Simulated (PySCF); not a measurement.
**C₄H₄NP, SMILES `c1cncpc1`: what the electrons do**

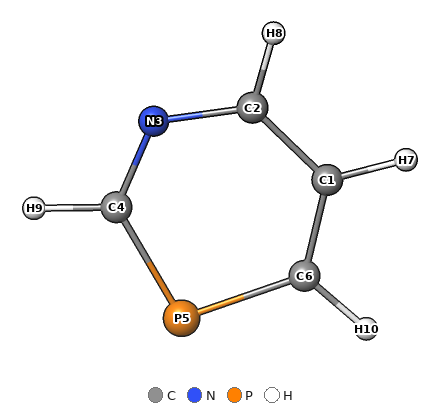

The molecule, with its atoms numbered as below. No frequency check shows the geometry to be a minimum.

Cartesian coordinates (Å):

```
C1      -1.0507    1.1543    0.0000
C2      -1.6349   -0.1063    0.0000
N3      -0.9784   -1.2518    0.0000
C4       0.3299   -1.2985    0.0000
P5       1.4690    0.0282    0.0000
C6       0.3172    1.3308    0.0000
H7      -1.6963    2.0223    0.0000
H8      -2.7136   -0.2027    0.0000
H9       0.7426   -2.3037    0.0000
H10      0.7123    2.3403    0.0000
```

### 1. Bonding charge

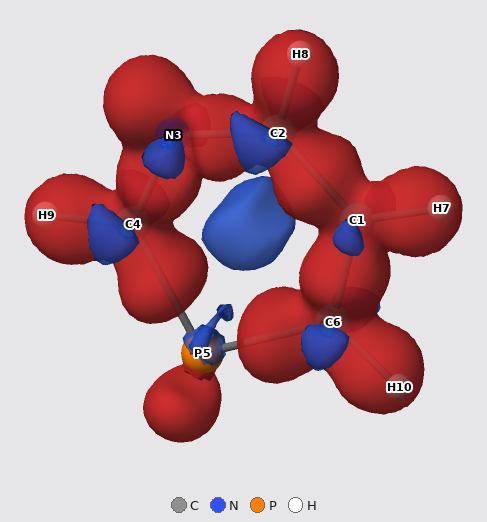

Deformation density (molecule less spherical, spin-averaged free atoms at the same positions), surfaces at ±0.1 e/Å³; red: gain, blue: loss.

PySCF calculation, HF/6-31+G*, gas phase; geometry: GFN2-xTB.

Describe the bonding that the map shows.

Answer. The five largest and four smallest: C1–C2: +0.80 e/Å³ at the bond critical point (bond length 1.39 Å). C1–C6: +0.77 e/Å³ at the bond critical point (bond length 1.38 Å). C2–H8: +0.75 e/Å³ at the bond critical point (bond length 1.08 Å). C4–H9: +0.74 e/Å³ at the bond critical point (bond length 1.09 Å). C1–H7: +0.70 e/Å³ at the bond critical point (bond length 1.08 Å). N3–C4: +0.64 e/Å³ at the bond critical point (bond length 1.31 Å). C2–N3: +0.64 e/Å³ at the bond critical point (bond length 1.32 Å). C4–P5: +0.21 e/Å³ at the bond critical point (bond length 1.75 Å). P5–C6: +0.20 e/Å³ at the bond critical point (bond length 1.74 Å). In all, 2.9 electrons gather in the regions of gain relative to the promolecule.

Where do the Hirshfeld charges lie?

Answer. The highest Hirshfeld charge is on P5 (+0.10 e), the lowest on N3 (−0.23 e).

```tsv
atom	charge (e)
C1	−0.07
C2	+0.05
N3	−0.23
C4	−0.02
P5	+0.10
C6	−0.10
H7	+0.06
H8	+0.07
H9	+0.06
H10	+0.07
```

### 2. Bond critical points

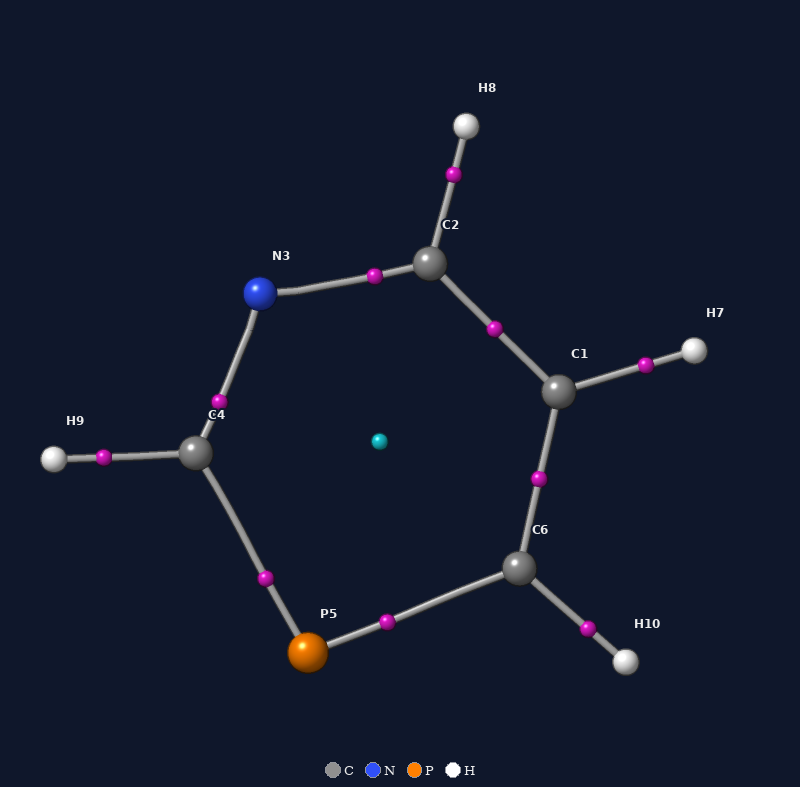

Molecular graph of the electron density (QTAIM): bond paths, bond critical points (magenta), ring points (cyan, if any); weak paths are dashed.

How many critical points of each kind are there, and does the count close?

Answer. 10 nuclei, 10 bond, 1 ring and 0 cage critical points: 10 − 10 + 1 − 0 = 1, as the Poincaré–Hopf relation requires.

Give the properties at the bond critical points.

Answer.
```
  bond  length (Å)  ρ (a.u.)  ∇²ρ (a.u.)     ε  H (a.u.)
 N3–C4       1.309     0.361       −0.63  0.04    −0.623
 C2–N3       1.320     0.357       −0.74  0.07    −0.618
 C1–C2       1.389     0.329       −1.04  0.22    −0.353
 C1–C6       1.379     0.329       −1.02  0.19    −0.355
 C2–H8       1.083     0.291       −1.12  0.03    −0.308
 C4–H9       1.087     0.287       −1.09  0.01    −0.301
 C1–H7       1.082     0.285       −1.06  0.02    −0.296
C6–H10       1.084     0.284       −1.05  0.01    −0.294
 C4–P5       1.749     0.172       +0.34  0.28    −0.151
 P5–C6       1.739     0.171       +0.38  0.25    −0.147
```

What kind of interaction is C2–H8?

Answer. Shared-shell (covalent): ρ = 0.291, ∇²ρ = −1.12, H = −0.308 a.u.

### 3. Electrostatic potential

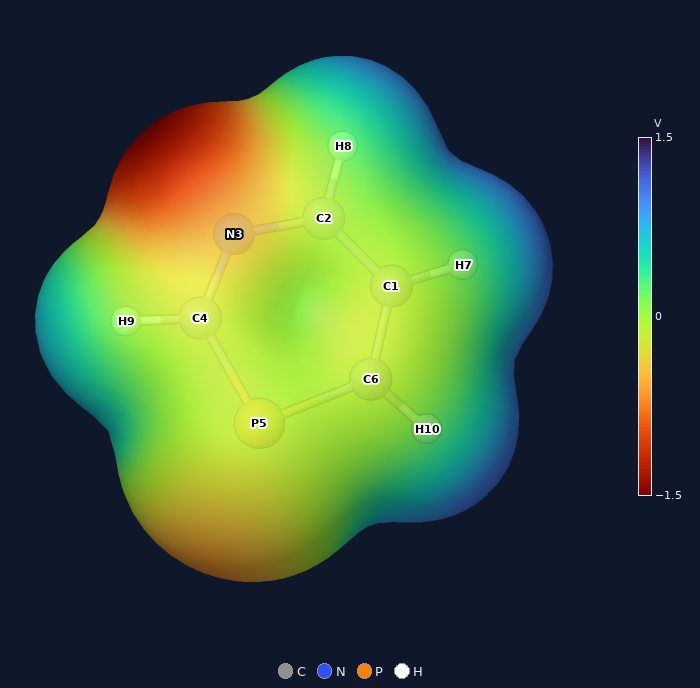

Electrostatic potential on the surface of electron density 0.001 a.u.

Where are the extremes of the potential on the surface?

Answer. Highest: 1.08 V, 1.3 Å from H7. Further maxima include 0.70 V, 1.3 Å from H9; 0.05 V, over the middle of C1, C2, N3 and C6, about 2.2 Å from them, and at like points elsewhere. Lowest: −1.49 V, 2.0 Å from N3. Further minima include −0.66 V, 2.3 Å from P5; −0.16 V, off the C1–C6 bond (2.2 Å from its atoms), and at like points elsewhere. The surface is sampled at points, so like sites can differ by a few per cent and only the strongest of them is named.

What volume does the surface enclose, and what is the dipole moment?

Answer. About 124 Å³; the dipole moment is 2.1 D.

### 4. Localised orbitals

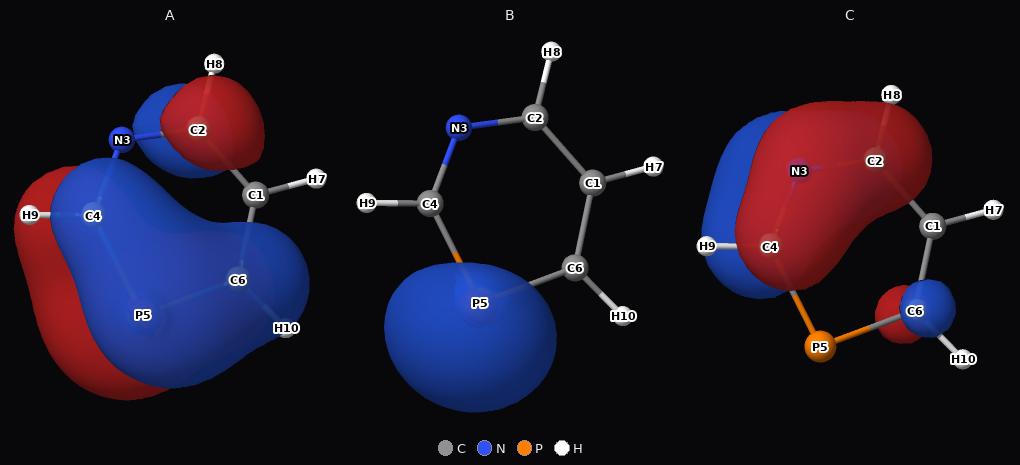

Pipek–Mezey orbitals, occupied; each surface holds about 85 % of the orbital's density. Energies are diagonal elements of the Fock matrix.

PySCF calculation, TPSSh/6-311G**, gas phase; geometry: GFN2-xTB.

Identify each orbital.

Answer. By panel:
- A: delocalised π orbital mainly over P5, C4, C6 and C2 (P5 52 %, C4 22 %, C6 19 %; −7.5 eV)
- B: lone pair on P5 (sp0.5-type) (P5 99 %; −10.3 eV)
- C: delocalised π orbital mainly over N3, C4 and C2 (N3 55 %, C4 23 %, C2 19 %; −9.7 eV)

How do all the valence pairs divide up?

Answer. 15 pairs: 10 σ bonds, 3 delocalised π orbitals and 2 lone pairs.

### 5. The π system

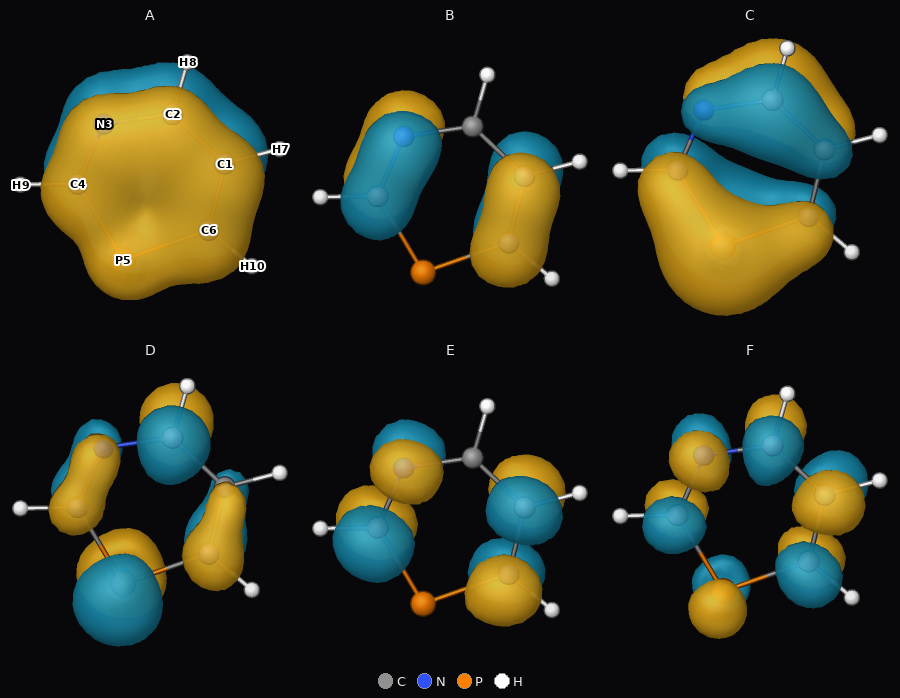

Natural orbitals of the π active space, CASSCF(6,6), singlet state, in order of falling occupation.

PySCF calculation, def2-SVP basis, gas phase; geometry: GFN2-xTB.

What are the natural occupation numbers?

Answer. A 1.95, B 1.90, C 1.88, D 0.12, E 0.11, F 0.04.

How multiconfigurational is the state?

Answer. The leading determinant weighs 0.87; the effective number of unpaired electrons, Σ n²(2−n)², is 0.20; the most occupied of the weakly occupied orbitals holds 0.12 e, as in an ordinary closed-shell π system. The active space lowers the energy by 2.07 eV against Hartree–Fock.

Where does the lowest triplet lie relative to the singlet, at this geometry and within this active space?

Answer. 3.48 eV above it by strongly contracted NEVPT2 (+2.97 eV by CASSCF); a small basis tends to put such gaps a few tenths of an eV too high. This is a vertical energy for π states alone; a state that uses lone pairs or σ orbitals may lie lower.
